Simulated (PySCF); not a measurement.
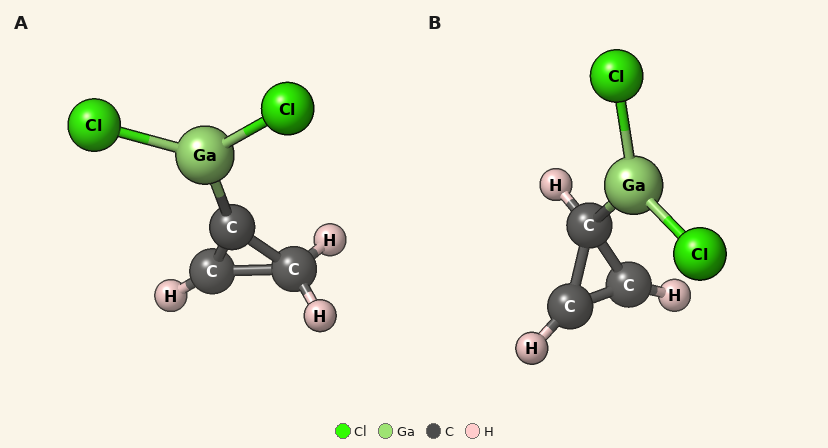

2 stationary structures of one formula. Geometries: GFN2-xTB. Electronic energies: B3LYP/def2-SVPD (PySCF 2.14.0), without zero-point energy. No frequency run is at hand to confirm each as a minimum. Each is one conformer, not always the lowest.

**How are they related?**

They are constitutional isomers of C3H3Cl2Ga: A `[Cl][Ga]([Cl])[C]1=CC1`, B `[Cl][Ga]([Cl])[CH]1C=C1`.

**Rank them by energy, lowest first.**

A is lowest; B lies 5.5 kcal/mol above it.

The geometry is semi-empirical. Around Ga such bond lengths and angles can be off by a tenth of an ångström or more and by several degrees, and values that hang on the shape move with them.
